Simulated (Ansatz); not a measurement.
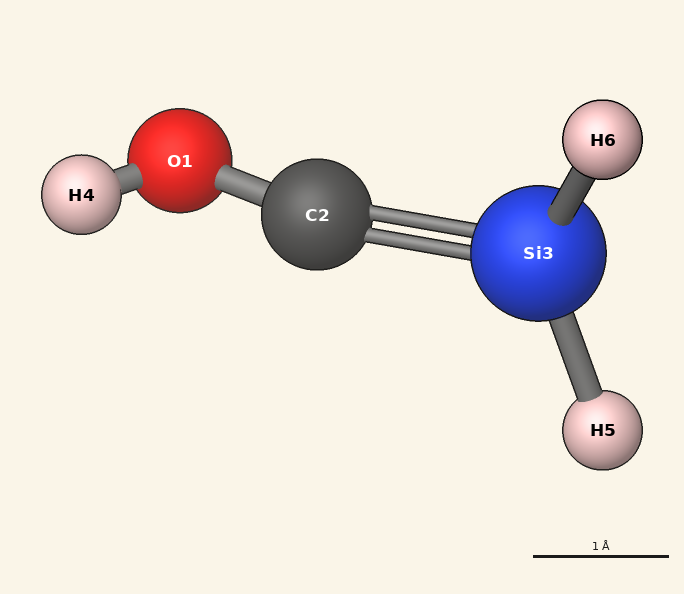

(Drawn from a calculation with Ansatz.)

Atoms carry their numbers in the input. State: charge +1, singlet. Geometry: moved along internal coordinates away from the minimum.

Give the bond lengths.

| bond | length (Å) | order |
| --- | --- | --- |
| O1–C2 | 1.229 | single |
| O1–H4 | 0.850 | single |
| C2–Si3 | 1.719 | double |
| Si3–H5 | 1.469 | single |
| Si3–H6 | 1.469 | single |
